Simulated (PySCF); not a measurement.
# C₇H₁₀BF₂+: vibronic structure

Wanted: vibronic structure for C₇H₁₀BF₂+ (`C[C+]1/C(=C/B(F)F)C[C@@H]1C`).

Computed with PySCF 2.14.0 and routines of our own; the level stands in each step. Atoms count from 0.

## 1. The system as given

20 atoms, charge 1, multiplicity 1; geometry from: GFN2-xTB.

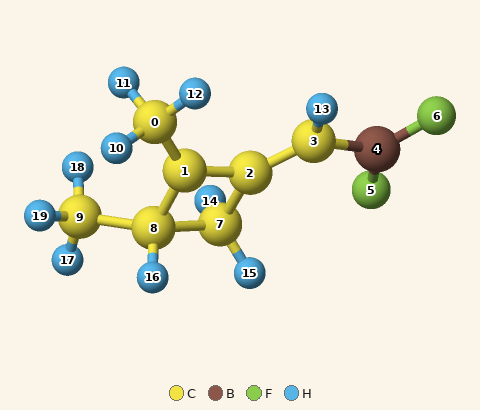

The starting geometry (carbon yellow, boron brown, fluorine green, hydrogen blue).

## 2. Vibronic structure: TDDFT HF/def2-SV(P)

What the job is given:

```
{"job": {"kind": "vib", "xc": "HF", "basis": "def2-SV(P)", "tda": false}, "charge": 1, "multiplicity": 1}
C     -1.408821     1.522001     0.814797
C     -0.631000     0.362756     0.475292
C      0.777654     0.114462     0.365959
C      1.875929     0.747478     0.831207
B      3.349443     0.298606     0.476200
F      3.568180    -0.753751    -0.267621
F      4.384162     0.961090     0.899416
C      0.530279    -1.123623    -0.460355
C     -0.982631    -0.919947    -0.162243
C     -2.003383    -0.907334    -1.295914
H     -2.382179     1.242788     1.224244
H     -1.647004     2.061598    -0.113456
H     -0.875791     2.214638     1.463852
H      1.746962     1.599049     1.488639
H      0.789960    -0.996518    -1.508567
H      0.987014    -2.038027    -0.091095
H     -1.329022    -1.639138     0.589336
H     -2.046849    -1.893912    -1.748202
H     -1.713578    -0.186288    -2.056120
H     -2.994473    -0.655248    -0.928406
```

With the program's defaults for keys left out, this is: TDDFT HF/def2-SV(P) vertical-gradient vibronic structure (displaced harmonic oscillators, Condon), gas phase.

Run with:

```bash
$ OMP_NUM_THREADS=1 python excited_run.py task.json out
```

One launch serves the whole session: the jobs run in the order shown.

Log:

```text
final grid: 76760 points
cycle   1  E = -493.6619407710  dE =  2.724e+00  |g| = 8.515e-01  |ddm| = 4.562e+00
cycle   2  E = -493.8387742035  dE = -1.768e-01  |g| = 4.175e-01  |ddm| = 1.733e+00
cycle   3  E = -493.8750794991  dE = -3.631e-02  |g| = 9.645e-02  |ddm| = 5.002e-01
cycle   4  E = -493.8783619285  dE = -3.282e-03  |g| = 2.594e-02  |ddm| = 2.094e-01
cycle   5  E = -493.8786140511  dE = -2.521e-04  |g| = 7.895e-03  |ddm| = 4.564e-02
cycle   6  E = -493.8786587734  dE = -4.472e-05  |g| = 4.493e-03  |ddm| = 1.873e-02
cycle   7  E = -493.8786700812  dE = -1.131e-05  |g| = 1.171e-03  |ddm| = 1.065e-02
cycle   8  E = -493.8786713486  dE = -1.267e-06  |g| = 4.438e-04  |ddm| = 3.753e-03
cycle   9  E = -493.8786715180  dE = -1.694e-07  |g| = 1.648e-04  |ddm| = 1.449e-03
cycle  10  E = -493.8786715458  dE = -2.783e-08  |g| = 6.626e-05  |ddm| = 5.459e-04
cycle  11  E = -493.8786715503  dE = -4.438e-09  |g| = 2.281e-05  |ddm| = 2.269e-04
cycle  12  E = -493.8786715509  dE = -6.122e-10  |g| = 7.579e-06  |ddm| = 8.799e-05
converged SCF energy = -493.8786715509

Singlet excitations (eV, f): 4.778 (0.3619)  5.202 (0.0528)  5.481 (0.0458)  5.961 (0.0085)  7.502 (0.0809)  7.672 (0.0021)

State S1  4.7778 eV  f = 0.36186  H->L 0.82, H-3->L 0.10
  relaxed dipole 5.604 D, largest gradient of the excitation energy 0.0716 Eh/bohr
  mode    cm-1        S   lambda/meV  Raman
    3     78.4   25.7290     250.1   0.085
   44   1629.6    0.7039     142.2   1.000
    4     83.5    8.5159      88.1   0.032
   13    492.8    1.2966      79.2   0.168
   15    561.9    0.9306      64.8   0.157
   10    300.6    0.9461      35.3   0.046
   11    323.9    0.7141      28.7   0.040
   19    806.6    0.2309      23.1   0.080
   24    995.5    0.1618      20.0   0.086
    9    272.3    0.5134      17.3   0.020
   43   1471.5    0.0896      16.3   0.104
    8    203.0    0.5558      14.0   0.012
  reorganisation energy 0.8749 eV, total S 41.769, 0-0 3.9029 eV

State S2  5.2023 eV  f = 0.05279  H-3->L 0.71, H->L 0.10
  relaxed dipole 5.576 D, largest gradient of the excitation energy 0.0754 Eh/bohr
  mode    cm-1        S   lambda/meV  Raman
    3     78.4   14.5131     141.1   0.075
   20    854.8    1.2778     135.4   0.789
   34   1277.1    0.7258     114.9   1.000
   14    515.3    1.0591      67.7   0.238
    8    203.0    2.4854      62.5   0.087
   44   1629.6    0.1954      39.5   0.438
   30   1168.2    0.2700      39.1   0.311
   28   1116.2    0.2613      36.2   0.275
    4     83.5    3.4858      36.1   0.021
   10    300.6    0.7652      28.5   0.058
   25   1019.3    0.1398      17.7   0.123
   16    623.0    0.2240      17.3   0.073
  reorganisation energy 0.8847 eV, total S 28.898, 0-0 4.3176 eV

State S5  7.5015 eV  f = 0.08095  H-4->L 0.64, H-2->L 0.26
  relaxed dipole 10.487 D, largest gradient of the excitation energy 0.0999 Eh/bohr
  mode    cm-1        S   lambda/meV  Raman
   30   1168.2    3.1719     459.4   1.000
   29   1140.8    1.4414     203.9   0.433
   46   2900.8    0.2364      85.0   0.460
   27   1096.8    0.4926      67.0   0.137
   39   1395.3    0.3206      55.5   0.144
   40   1418.9    0.3070      54.0   0.143
   33   1251.4    0.3417      53.0   0.124
   19    806.6    0.4217      42.2   0.063
    3     78.4    3.8008      36.9   0.005
   17    768.2    0.3661      34.9   0.050
    9    272.3    0.9543      32.2   0.016
   20    854.8    0.2887      30.6   0.049
  reorganisation energy 1.5042 eV, total S 17.810, 0-0 5.9973 eV

State T1  2.0483 eV  f = 0.00000  H->L 0.91
  relaxed dipole 5.945 D, largest gradient of the excitation energy 0.1458 Eh/bohr
  mode    cm-1        S   lambda/meV  Raman
   44   1629.6    2.6346     532.3   1.000
   13    492.8    0.4638      28.3   0.016
    2     56.5    3.9740      27.8   0.002
   15    561.9    0.2994      20.9   0.014
   11    323.9    0.4412      17.7   0.007
   14    515.3    0.2197      14.0   0.008
    8    203.0    0.5288      13.3   0.003
   30   1168.2    0.0764      11.1   0.015
   17    768.2    0.0984       9.4   0.008
   16    623.0    0.1110       8.6   0.006
   12    412.4    0.1540       7.9   0.004
   34   1277.1    0.0477       7.5   0.011
  reorganisation energy 0.7785 eV, total S 10.627, 0-0 1.2698 eV
  absorption maximum 1.994 eV, width 0.862 eV
```

Wall time 50 s (1 thread of Arm Neoverse N1, shared host); peak memory 0.76 GiB.

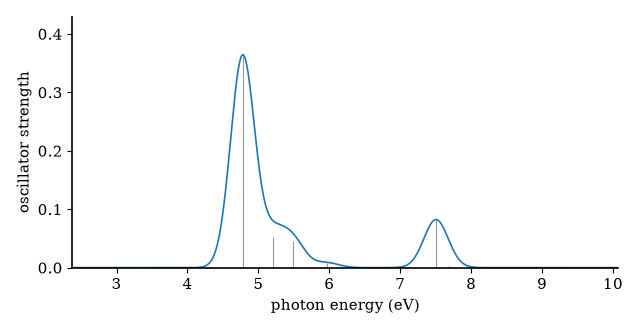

Absorption lines of the singlets. Lines are broadened to a width of 0.40 eV (Gaussian).

Orbitals, density, ELF and potential are computed afterwards from the orbital file.

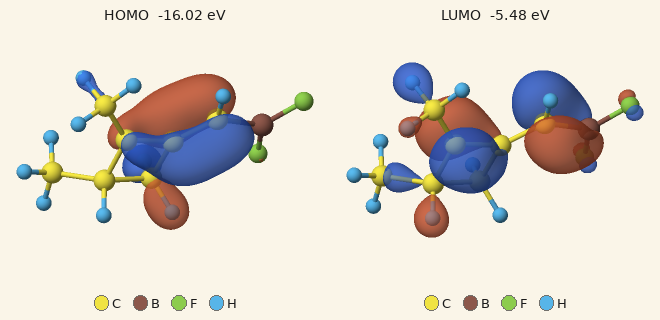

Frontier orbitals at HF/def2-SV(P); each surface holds 70 % of the orbital's density, blue and red mark the sign.

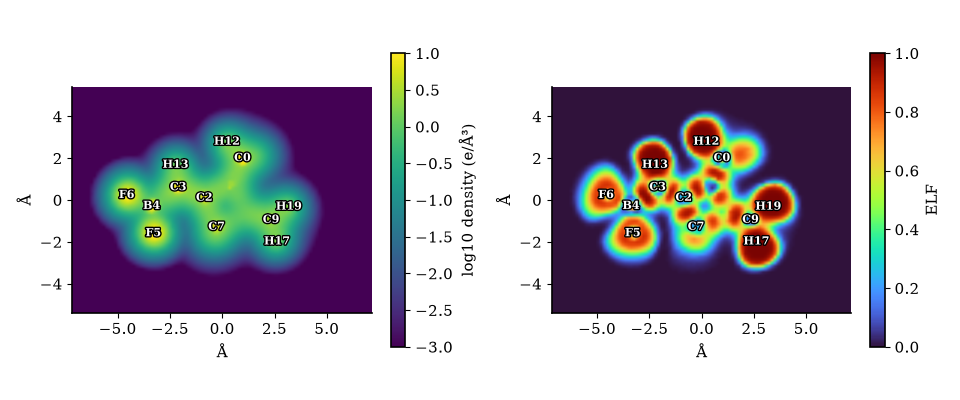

Density (left) and ELF (right) in a plane through or near 12 of the atoms.

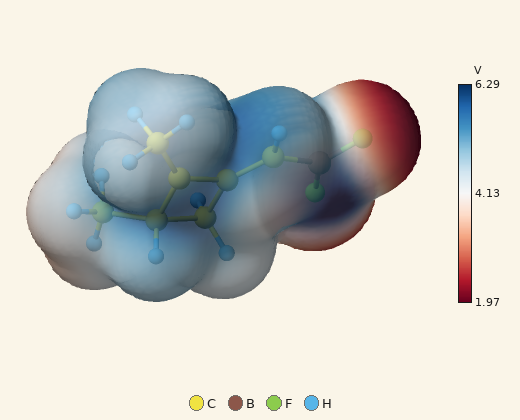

Electrostatic potential on the surface of density 0.002 e/bohr³; red is low, blue high. It runs, from the 1st to the 99th percentile, from 1.97 V near F6 to 6.29 V near B4.

## 3. Vibronic structure: TDA B97-D/def2-SV(P)

Settings changed since step 2:

```diff
@@ -1,2 +1,2 @@
-{"job": {"kind": "vib", "xc": "HF", "basis": "def2-SV(P)", "tda": false}, "charge": 1, "multiplicity": 1}
+{"job": {"kind": "vib", "xc": "B97-D", "basis": "def2-SV(P)", "tda": true, "fwhm_ev": 0.02}, "charge": 1, "multiplicity": 1}
 C     -1.408821     1.522001     0.814797
```

With the program's defaults for keys left out, this is: TDA B97-D/def2-SV(P) vertical-gradient vibronic structure (displaced harmonic oscillators, Condon), gas phase.

Log:

```text
final grid: 76760 points
cycle   1  E = -496.2291457662  dE =  1.312e+00  |g| = 8.353e-01  |ddm| = 5.141e+00
cycle   2  E = -494.8497899810  dE =  1.379e+00  |g| = 2.504e+00  |ddm| = 2.994e+00
cycle   3  E = -496.3099777677  dE = -1.460e+00  |g| = 4.368e-01  |ddm| = 2.504e+00
cycle   4  E = -496.3555868698  dE = -4.561e-02  |g| = 2.275e-01  |ddm| = 8.463e-01
cycle   5  E = -496.3553235645  dE =  2.633e-04  |g| = 2.291e-01  |ddm| = 4.805e-01
cycle   6  E = -496.3712553184  dE = -1.593e-02  |g| = 2.919e-02  |ddm| = 2.673e-01
cycle   7  E = -496.3715304003  dE = -2.751e-04  |g| = 1.062e-02  |ddm| = 4.828e-02
cycle   8  E = -496.3715545926  dE = -2.419e-05  |g| = 3.781e-03  |ddm| = 1.397e-02
cycle   9  E = -496.3715583055  dE = -3.713e-06  |g| = 8.662e-04  |ddm| = 5.272e-03
cycle  10  E = -496.3715584101  dE = -1.046e-07  |g| = 5.525e-04  |ddm| = 1.504e-03
cycle  11  E = -496.3715584745  dE = -6.440e-08  |g| = 1.226e-04  |ddm| = 6.724e-04
cycle  12  E = -496.3715584774  dE = -2.918e-09  |g| = 3.869e-05  |ddm| = 1.800e-04
cycle  13  E = -496.3715584778  dE = -3.797e-10  |g| = 7.829e-06  |ddm| = 6.318e-05
converged SCF energy = -496.3715584778

Singlet excitations (eV, f): 3.186 (0.0036)  3.377 (0.0049)  3.452 (0.0024)  3.986 (0.0010)  4.138 (0.0206)  4.392 (0.1757)

State S1  3.1863 eV  f = 0.00360  H-1->L 0.79, H->L 0.09
  relaxed dipole 9.481 D, largest gradient of the excitation energy 0.1166 Eh/bohr
  mode    cm-1        S   lambda/meV  Raman
    2     56.5   32.0599     224.5   0.052
   34   1277.1    1.2073     191.2   1.000
   31   1181.9    1.2213     179.0   0.866
    3     78.4   18.2515     177.4   0.057
   30   1168.2    0.8929     129.3   0.619
   29   1140.8    0.7680     108.6   0.508
   28   1116.2    0.7208      99.8   0.456
   27   1096.8    0.2930      39.8   0.179
   44   1629.6    0.1960      39.6   0.264
   11    323.9    0.9253      37.2   0.049
   53   3057.2    0.0870      33.0   0.413
   39   1395.3    0.1636      28.3   0.162
  reorganisation energy 1.5254 eV, total S 61.870, 0-0 1.6609 eV

State S5  4.1376 eV  f = 0.02063  H-4->L 0.70, H-5->L 0.15
  relaxed dipole 7.144 D, largest gradient of the excitation energy 0.0605 Eh/bohr
  mode    cm-1        S   lambda/meV  Raman
    3     78.4   16.8568     163.9   0.089
   40   1418.9    0.5805     102.1   1.000
   34   1277.1    0.5593      88.6   0.781
    2     56.5   11.8016      82.6   0.032
   25   1019.3    0.5496      69.5   0.489
   23    931.3    0.3913      45.2   0.290
   19    806.6    0.4296      43.0   0.239
   30   1168.2    0.2163      31.3   0.253
   31   1181.9    0.2027      29.7   0.242
   50   3041.9    0.0769      29.0   0.609
   44   1629.6    0.1394      28.2   0.317
    5     84.9    2.3337      24.6   0.014
  reorganisation energy 0.9437 eV, total S 36.466, 0-0 3.1940 eV

State S6  4.3925 eV  f = 0.17573  H-6->L 0.34, H->L 0.33, H-8->L 0.15
  relaxed dipole 6.810 D, largest gradient of the excitation energy 0.0390 Eh/bohr
  mode    cm-1        S   lambda/meV  Raman
   25   1019.3    0.3343      42.2   0.526
   43   1471.5    0.2063      37.6   0.677
   34   1277.1    0.1773      28.1   0.438
   51   3051.4    0.0709      26.8   1.000
   40   1418.9    0.1295      22.8   0.395
    3     78.4    2.3236      22.6   0.022
   33   1251.4    0.1354      21.0   0.321
   20    854.8    0.1901      20.1   0.210
   22    903.2    0.1454      16.3   0.180
   39   1395.3    0.0793      13.7   0.234
    9    272.3    0.3913      13.2   0.044
   11    323.9    0.3120      12.5   0.050
  reorganisation energy 0.3962 eV, total S 6.739, 0-0 3.9963 eV
  absorption maximum 4.282 eV, width 0.560 eV

State T1  2.2270 eV  f = 0.00000  H->L 0.96
  relaxed dipole 4.848 D, largest gradient of the excitation energy 0.0693 Eh/bohr
  mode    cm-1        S   lambda/meV  Raman
   44   1629.6    0.5381     108.7   1.000
   40   1418.9    0.1454      25.6   0.205
   15    561.9    0.2620      18.3   0.058
   13    492.8    0.2671      16.3   0.045
    8    203.0    0.6423      16.2   0.019
   11    323.9    0.3101      12.5   0.023
   30   1168.2    0.0692      10.0   0.066
    2     56.5    1.4043       9.8   0.003
   14    515.3    0.1369       8.7   0.025
    4     83.5    0.7928       8.2   0.004
   27   1096.8    0.0595       8.1   0.050
   17    768.2    0.0709       6.7   0.029
  reorganisation energy 0.2986 eV, total S 5.370, 0-0 1.9284 eV
  absorption maximum 2.180 eV, width 0.486 eV
```

It took 70 s on 1 thread of Arm Neoverse N1, shared host; peak memory 0.76 GiB.

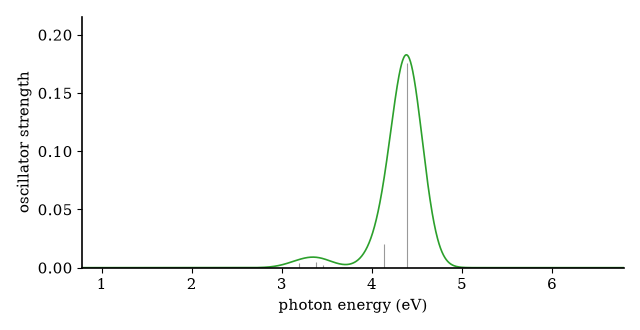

Absorption lines of the singlets. Lines are broadened to a width of 0.40 eV (Gaussian).

## 4. Results

| quantity | value |
| --- | --- |
| S1: vertical, reorganisation, 0-0, total S (step 2, TDDFT HF/def2-SV(P), modes from GFN2-xTB) | 4.78, 0.87, 3.90 eV; 41.8 |
| S2: vertical, reorganisation, 0-0, total S (step 2, TDDFT HF/def2-SV(P), modes from GFN2-xTB) | 5.20, 0.88, 4.32 eV; 28.9 |
| S5: vertical, reorganisation, 0-0, total S (step 2, TDDFT HF/def2-SV(P), modes from GFN2-xTB) | 7.50, 1.50, 6.00 eV; 17.8 |
| S1: vertical, reorganisation, 0-0, total S (step 3, TDA B97-D/def2-SV(P), modes from GFN2-xTB) | 3.19, 1.53, 1.66 eV; 61.9 |
| S5: vertical, reorganisation, 0-0, total S (step 3, TDA B97-D/def2-SV(P), modes from GFN2-xTB) | 4.14, 0.94, 3.19 eV; 36.5 |
| S6: vertical, reorganisation, 0-0, total S (step 3, TDA B97-D/def2-SV(P), modes from GFN2-xTB) | 4.39, 0.40, 4.00 eV; 6.7 |

What this shows: In steps 2, 3 the harmonic model is doubtful. Where the total S runs above about 15, the geometry moves far on excitation and the harmonic model is stretched, so its 0-0 value is in doubt. The vibronic model keeps the ground-state modes (from xTB) and shifts them along the gradient alone, so it can miss much of the relaxation that a full optimisation finds. By nearest atom (HF/def2-SV(P)), the HOMO sits on C2 37 %; C3 29 % and the LUMO on C1 38 %; C3 25 %.
